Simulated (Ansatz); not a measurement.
## Geometry relaxation of CH6O2Sn (part 2 of 2)

The same run, continued: CH6O2Sn; RHF/def2-SVP (Ansatz 0.2.0). It belongs to a series of runs on one base structure; here: start relaxed.

Trajectory as extended XYZ, continued
```
10
Properties=species:S:1:pos:R:3:forces:R:3 step=11 energy=-11000.08248 accepted=F
O    -2.0638    0.3633   -0.0481    0.1110   0.0339  -0.0197
C    -0.7537    0.7336   -0.3922   -0.0242   0.0270  -0.0322
Sn    0.5534   -0.7205    0.5293    0.0104  -0.0174   0.0406
O     2.3926   -0.1145    0.1192    1.2454  -1.4168  -1.1327
H    -2.6800    0.9749   -0.4186   -0.0617   0.0148  -0.0004
H    -0.4925    1.7322   -0.0242   -0.0495  -0.0560  -0.0087
H    -0.5994    0.7364   -1.4770   -0.0055  -0.0126   0.0523
H     0.3628   -2.2918   -0.1308   -0.0049   0.0433   0.0044
H     0.3988   -0.7274    2.2302    0.0099  -0.0041  -0.0341
H     2.9646   -0.7373   -0.3851   -1.2309   1.3878   1.1303
10
Properties=species:S:1:pos:R:3:forces:R:3 step=12 energy=-11000.12879
O    -2.0531    0.3337   -0.0857    0.0050  -0.0005   0.0013
C    -0.7447    0.7415   -0.3849    0.0112  -0.0060   0.0174
Sn    0.5579   -0.7173    0.5449    0.0013   0.0221  -0.0195
O     2.4141   -0.1696    0.1387    0.0253  -0.0351  -0.0499
H    -2.6791    0.9409   -0.4488   -0.0032   0.0005   0.0001
H    -0.5221    1.7361    0.0126   -0.0052  -0.0007  -0.0050
H    -0.5592    0.7690   -1.4628    0.0000   0.0035  -0.0064
H     0.3157   -2.2796   -0.1111    0.0026  -0.0052   0.0044
H     0.4249   -0.6986    2.2436   -0.0026  -0.0089   0.0078
H     2.9287   -0.7072   -0.4435   -0.0346   0.0301   0.0499
10
Properties=species:S:1:pos:R:3:forces:R:3 step=13 energy=-11000.12710 accepted=F
O    -2.0561    0.3306   -0.0842   -0.0187   0.0111  -0.0068
C    -0.7511    0.7479   -0.3860    0.0111  -0.0132   0.0355
Sn    0.5602   -0.7084    0.5358   -0.0087   0.0326  -0.0367
O     2.4090   -0.1520    0.1066    0.3367  -0.3888  -0.3395
H    -2.6886    0.9354   -0.4411    0.0247  -0.0141   0.0059
H    -0.5350    1.7433    0.0135    0.0015  -0.0051  -0.0108
H    -0.5671    0.7774   -1.4639   -0.0028   0.0086  -0.0063
H     0.3193   -2.2706   -0.1199    0.0013  -0.0128  -0.0006
H     0.4374   -0.7003    2.2348   -0.0104  -0.0036   0.0295
H     2.9550   -0.7544   -0.3927   -0.3347   0.3853   0.3298
10
Properties=species:S:1:pos:R:3:forces:R:3 step=14 energy=-11000.12959
O    -2.0539    0.3328   -0.0832   -0.0016   0.0014   0.0021
C    -0.7473    0.7448   -0.3848    0.0011  -0.0034   0.0049
Sn    0.5589   -0.7132    0.5392   -0.0003   0.0166  -0.0092
O     2.4110   -0.1614    0.1213    0.0325  -0.0382  -0.0547
H    -2.6829    0.9375   -0.4456    0.0011  -0.0016   0.0015
H    -0.5277    1.7403    0.0121    0.0008  -0.0033  -0.0004
H    -0.5645    0.7734   -1.4632    0.0029   0.0021  -0.0025
H     0.3179   -2.2764   -0.1152    0.0010  -0.0038   0.0007
H     0.4301   -0.6999    2.2388   -0.0040  -0.0060   0.0074
H     2.9415   -0.7291   -0.4165   -0.0335   0.0363   0.0502
10
Properties=species:S:1:pos:R:3:forces:R:3 step=15 energy=-11000.13042
O    -2.0563    0.3322   -0.0812    0.0047  -0.0018   0.0048
C    -0.7508    0.7464   -0.3850   -0.0006   0.0057   0.0007
Sn    0.5606   -0.7095    0.5334   -0.0089   0.0067  -0.0040
O     2.4087   -0.1540    0.1032    0.0364  -0.0468  -0.0609
H    -2.6869    0.9361   -0.4420    0.0030  -0.0007   0.0008
H    -0.5318    1.7417    0.0127   -0.0011   0.0003  -0.0014
H    -0.5702    0.7765   -1.4637    0.0032   0.0014  -0.0004
H     0.3182   -2.2725   -0.1210    0.0041  -0.0058   0.0023
H     0.4362   -0.6994    2.2340   -0.0034  -0.0061   0.0051
H     2.9552   -0.7487   -0.3876   -0.0372   0.0471   0.0531
10
Properties=species:S:1:pos:R:3:forces:R:3 step=16 energy=-11000.13083
O    -2.0562    0.3332   -0.0769   -0.0172   0.0105  -0.0024
C    -0.7530    0.7513   -0.3850   -0.0073  -0.0294   0.0029
Sn    0.5588   -0.7084    0.5253    0.0061   0.0325  -0.0095
O     2.3953   -0.1371    0.0647    0.2287  -0.2752  -0.1821
H    -2.6897    0.9346   -0.4368   -0.0018  -0.0010   0.0013
H    -0.5355    1.7469    0.0124    0.0099  -0.0056   0.0048
H    -0.5752    0.7816   -1.4641    0.0016   0.0031   0.0019
H     0.3238   -2.2755   -0.1226   -0.0058   0.0040  -0.0035
H     0.4419   -0.7048    2.2274    0.0016  -0.0030   0.0038
H     2.9728   -0.7730   -0.3418   -0.2158   0.2642   0.1829
10
Properties=species:S:1:pos:R:3:forces:R:3 step=17 energy=-11000.13184
O    -2.0654    0.3348   -0.0710    0.0274  -0.0127   0.0117
C    -0.7632    0.7508   -0.3865    0.0064   0.0262  -0.0130
Sn    0.5649   -0.7014    0.5099   -0.0313  -0.0235  -0.0103
O     2.3969   -0.1332    0.0271    0.3080  -0.3704  -0.1838
H    -2.7000    0.9378   -0.4261    0.0077   0.0032  -0.0014
H    -0.5403    1.7443    0.0132   -0.0091   0.0062  -0.0065
H    -0.5924    0.7849   -1.4666   -0.0014   0.0014   0.0054
H     0.3215   -2.2678   -0.1364    0.0036  -0.0063   0.0021
H     0.4543   -0.7007    2.2129    0.0118  -0.0026   0.0128
H     3.0067   -0.8007   -0.2737   -0.3231   0.3786   0.1831
10
Properties=species:S:1:pos:R:3:forces:R:3 step=18 energy=-11000.13949
O    -2.0715    0.3429   -0.0760    0.0209  -0.0014   0.0077
C    -0.7633    0.7494   -0.3811   -0.0614  -0.0152  -0.0041
Sn    0.5528   -0.7224    0.4939    0.0000   0.0258  -0.0218
O     2.3472   -0.1279   -0.0822    0.0826  -0.0727  -0.0217
H    -2.6988    0.9509   -0.4356    0.0094   0.0048  -0.0016
H    -0.5342    1.7379    0.0264    0.0087   0.0031   0.0127
H    -0.5855    0.7904   -1.4592   -0.0019   0.0015  -0.0161
H     0.2868   -2.2950   -0.1276   -0.0021   0.0065   0.0059
H     0.5077   -0.7125    2.2017    0.0010  -0.0123   0.0103
H     3.0417   -0.7648   -0.1575   -0.0573   0.0600   0.0287
10
Properties=species:S:1:pos:R:3:forces:R:3 step=19 energy=-11000.13862 accepted=F
O    -2.0773    0.3456   -0.0644    0.0537  -0.0085   0.0064
C    -0.7761    0.7556   -0.3928   -0.0159   0.0360   0.0124
Sn    0.5584   -0.7077    0.4690    0.0273  -0.1301   0.0228
O     2.3610   -0.1483   -0.1206    0.3166  -0.2674   0.0124
H    -2.7121    0.9517   -0.4140    0.0113   0.0033  -0.0014
H    -0.5410    1.7434    0.0137   -0.0138   0.0102  -0.0104
H    -0.6172    0.7984   -1.4743    0.0017  -0.0076   0.0091
H     0.2768   -2.2861   -0.1287   -0.0156  -0.0043  -0.0439
H     0.5331   -0.7317    2.1789   -0.0083   0.0638   0.0044
H     3.0774   -0.7722   -0.0639   -0.3570   0.3045  -0.0117
10
Properties=species:S:1:pos:R:3:forces:R:3 step=20 energy=-11000.14130
O    -2.0725    0.3492   -0.0615    0.0140   0.0103  -0.0044
C    -0.7671    0.7503   -0.3837   -0.0258  -0.0118  -0.0151
Sn    0.5537   -0.7225    0.4822    0.0043   0.0089  -0.0116
O     2.3476   -0.1343   -0.1032    0.0528  -0.0545  -0.0118
H    -2.7007    0.9506   -0.4306   -0.0005  -0.0029   0.0106
H    -0.5286    1.7387    0.0188   -0.0010   0.0066   0.0062
H    -0.6028    0.7879   -1.4645    0.0012  -0.0013   0.0021
H     0.2800   -2.2948   -0.1358   -0.0026   0.0024   0.0007
H     0.5167   -0.7173    2.1910    0.0008  -0.0050   0.0054
H     3.0566   -0.7590   -0.1098   -0.0432   0.0473   0.0179
10
Properties=species:S:1:pos:R:3:forces:R:3 step=21 energy=-11000.14314
O    -2.0714    0.3514   -0.0528   -0.0527  -0.0261  -0.0091
C    -0.7734    0.7498   -0.3978    0.0980  -0.0332   0.0726
Sn    0.5549   -0.7265    0.4610   -0.0063   0.0494  -0.0116
O     2.3485   -0.1526   -0.1435   -0.0257  -0.0167   0.0098
H    -2.7055    0.9621   -0.3953   -0.0040   0.0035  -0.0023
H    -0.5266    1.7351    0.0070    0.0099   0.0217  -0.0299
H    -0.6211    0.7857   -1.4803   -0.0217   0.0105   0.0024
H     0.2658   -2.2971   -0.1491   -0.0069  -0.0237  -0.0041
H     0.5338   -0.7206    2.1732   -0.0017   0.0042  -0.0323
H     3.0781   -0.7385   -0.0197    0.0112   0.0104   0.0046
10
Properties=species:S:1:pos:R:3:forces:R:3 step=22 energy=-11000.14373
O    -2.0736    0.3521   -0.0515    0.0272   0.0153   0.0529
C    -0.7721    0.7481   -0.3950   -0.0167  -0.0002  -0.0641
Sn    0.5527   -0.7344    0.4497    0.0026  -0.0055   0.0117
O     2.3439   -0.1673   -0.1622    0.0118   0.0144  -0.0193
H    -2.7056    0.9698   -0.3852    0.0059   0.0031  -0.0073
H    -0.5191    1.7376   -0.0012   -0.0262  -0.0374   0.0196
H    -0.6307    0.7826   -1.4787    0.0252   0.0065  -0.0139
H     0.2511   -2.3075   -0.1527   -0.0030   0.0120  -0.0012
H     0.5422   -0.7216    2.1599   -0.0027  -0.0061   0.0105
H     3.0943   -0.7105    0.0196   -0.0241  -0.0021   0.0111
10
Properties=species:S:1:pos:R:3:forces:R:3 step=23 energy=-11000.14446
O    -2.0697    0.3599   -0.0354    0.0030   0.0076  -0.0055
C    -0.7715    0.7461   -0.4004    0.0070  -0.0071   0.0064
Sn    0.5524   -0.7366    0.4446   -0.0107   0.0068  -0.0027
O     2.3417   -0.1674   -0.1714    0.0112  -0.0051   0.0011
H    -2.7028    0.9715   -0.3781   -0.0054  -0.0010   0.0020
H    -0.5108    1.7343   -0.0106   -0.0002  -0.0025  -0.0006
H    -0.6387    0.7750   -1.4857   -0.0057  -0.0010  -0.0006
H     0.2486   -2.3074   -0.1606   -0.0006  -0.0030  -0.0020
H     0.5419   -0.7286    2.1553    0.0011  -0.0003   0.0019
H     3.0919   -0.6979    0.0451    0.0004   0.0056   0.0000
10
Properties=species:S:1:pos:R:3:forces:R:3 step=24 energy=-11000.14450
O    -2.0700    0.3644   -0.0283    0.0102   0.0042  -0.0057
C    -0.7726    0.7441   -0.4037   -0.0042   0.0078   0.0057
Sn    0.5520   -0.7387    0.4388    0.0002  -0.0116  -0.0025
O     2.3425   -0.1727   -0.1777    0.0699  -0.0445   0.0232
H    -2.7033    0.9769   -0.3694   -0.0009  -0.0018   0.0024
H    -0.5053    1.7323   -0.0183   -0.0021   0.0006  -0.0037
H    -0.6480    0.7699   -1.4900   -0.0014  -0.0040   0.0034
H     0.2458   -2.3089   -0.1670   -0.0004  -0.0011   0.0005
H     0.5448   -0.7321    2.1498   -0.0018   0.0018  -0.0006
H     3.0971   -0.6863    0.0685   -0.0693   0.0484  -0.0227
10
Properties=species:S:1:pos:R:3:forces:R:3 step=25 energy=-11000.14456
O    -2.0693    0.3688   -0.0215    0.0141   0.0001  -0.0064
C    -0.7727    0.7428   -0.4055   -0.0130   0.0117  -0.0012
Sn    0.5520   -0.7410    0.4347    0.0065  -0.0123   0.0017
O     2.3436   -0.1750   -0.1796   -0.0527   0.0291  -0.0122
H    -2.7028    0.9808   -0.3631    0.0010  -0.0013   0.0026
H    -0.5005    1.7316   -0.0254    0.0015  -0.0001  -0.0038
H    -0.6544    0.7641   -1.4927   -0.0014  -0.0026   0.0054
H     0.2455   -2.3110   -0.1720    0.0007   0.0030   0.0010
H     0.5440   -0.7349    2.1457   -0.0015   0.0003  -0.0005
H     3.0977   -0.6772    0.0821    0.0447  -0.0279   0.0134
10
Properties=species:S:1:pos:R:3:forces:R:3 step=26 energy=-11000.14463
O    -2.0683    0.3705   -0.0191    0.0000  -0.0006   0.0006
C    -0.7724    0.7423   -0.4066    0.0003  -0.0003   0.0001
Sn    0.5515   -0.7418    0.4354   -0.0001   0.0015  -0.0003
O     2.3426   -0.1712   -0.1751    0.0006  -0.0003   0.0008
H    -2.7019    0.9832   -0.3590   -0.0004   0.0003   0.0005
H    -0.4980    1.7319   -0.0305    0.0011   0.0011   0.0001
H    -0.6562    0.7596   -1.4939    0.0000  -0.0005  -0.0015
H     0.2486   -2.3112   -0.1742    0.0001  -0.0012  -0.0002
H     0.5392   -0.7375    2.1462   -0.0008  -0.0008   0.0007
H     3.0979   -0.6769    0.0796   -0.0007   0.0009  -0.0007
```

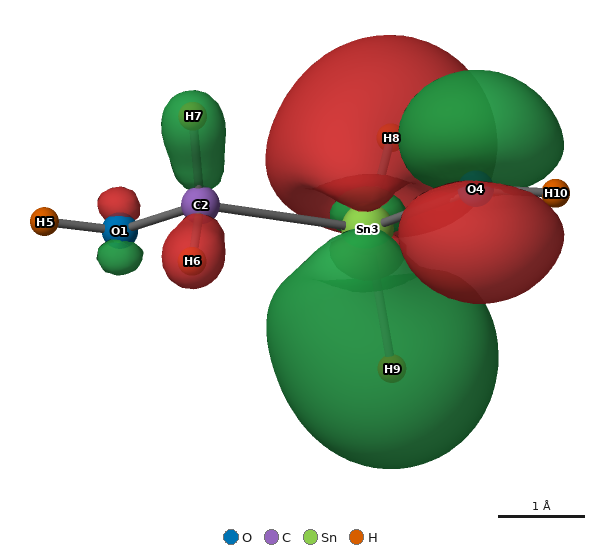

Fig. 1: The HOMO−1 at ±0.08 Å⁻³ᐟ² (green and red are the two phases), seen from the side. Its weight (Hirshfeld) is mainly on Sn3 (30 %), O4 (25 %), H8 (20 %) and H9 (20 %). Its energy is −11.54 eV.

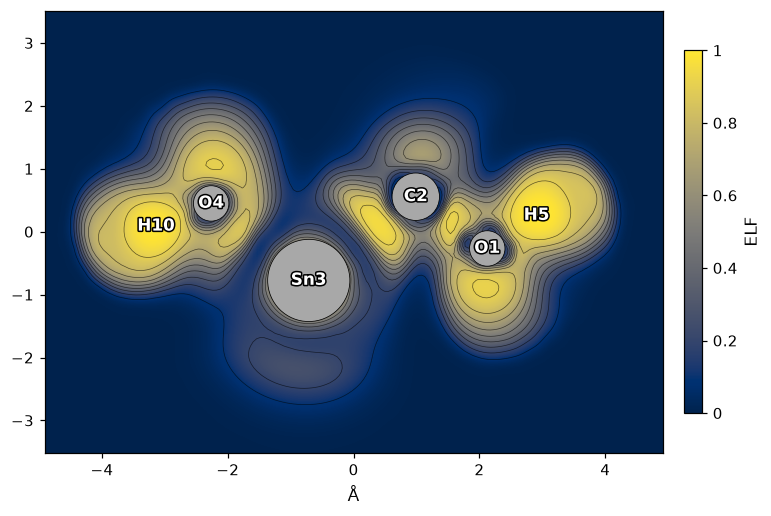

Fig. 2: ELF on the plane of atoms C2, Sn3 and O4. Grey discs, where drawn, cover atomic cores. The section cuts through O, C, Sn and H sites. Sn–O (1.98 Å): the ELF peaks at about 0.85 in the valence shell of O, 0.6 Å from its nucleus, and drops to about 0.10 between the two atoms. C–Sn (2.16 Å): the ELF peaks at about 0.95 in the valence shell of C, 0.7 Å from its nucleus, and drops to about 0.15 between the two atoms.

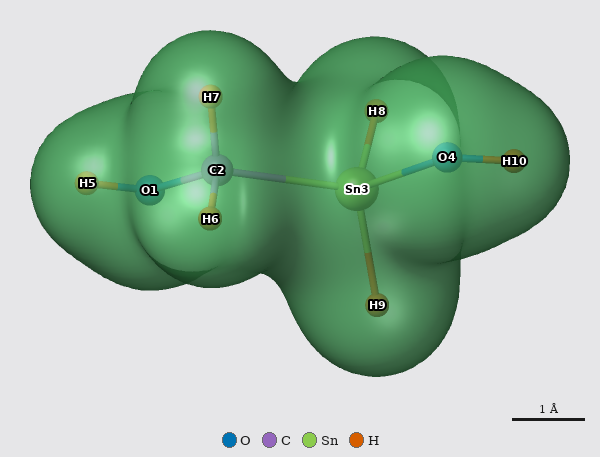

Fig. 3: Isosurface of the total electron density at 0.05 e/Å³ (green), seen from the side. At this value the surface is in one piece. On the grid the lowest density along these lines, outside the cores, is 1.8 e/Å³ (C–O, 1.40 Å), 0.7 e/Å³ (Sn–O, 1.98 Å), 0.7 e/Å³ (C–Sn, 2.16 Å) and 2.5 e/Å³ (O–H, 0.94 Å).

The run was set up as follows.

Input
```yaml
crystal:
  periodic: [false, false, false]
  atoms:
    - { symbol: O, position_ang: [-1.9701, 0.3089, -0.0825] }
    - { symbol: C, position_ang: [-0.6857, 0.6676, -0.357] }
    - { symbol: Sn, position_ang: [0.5508, -0.7678, 0.5877] }
    - { symbol: O, position_ang: [2.5524, -0.3171, 0.2256] }
    - { symbol: H, position_ang: [-2.5568, 1.0385, -0.5746] }
    - { symbol: H, position_ang: [-0.4417, 1.6954, 0.042] }
    - { symbol: H, position_ang: [-0.4619, 0.6463, -1.4466] }
    - { symbol: H, position_ang: [0.2607, -2.3474, -0.0288] }
    - { symbol: H, position_ang: [0.3061, -0.7168, 2.371] }
    - { symbol: H, position_ang: [2.5292, -0.2587, -0.734] }
basis:
  gaussian: { orbitals: def2-SVP }
hamiltonian:
  xc: hf
relax:
  f_tol: 0.02
  max_steps: 40
scf:
  lower_state_search: "off"
output:
  orbitals: {}
```

Run as:
```bash
ansatz run input.yaml --threads 1 --pin off --max-ram 2048MiB --backend cpu --events-out ev --progress --plain --runs-dir out
```

Results in brief

```json
{"quantity": "outcome", "value": "converged"}
{"quantity": "total energy", "value": "−11000.1446 eV"}
{"quantity": "mean-field energy", "value": "−11000.1446 eV"}
{"quantity": "largest force (length of the vector) at the end", "value": "0.002 eV/Å"}
{"quantity": "hardware", "value": "1 thread of an x86-64 CPU, shared host"}
{"quantity": "wall time", "value": "1.7 min"}
{"quantity": "peak memory", "value": "0.21 GiB"}
```
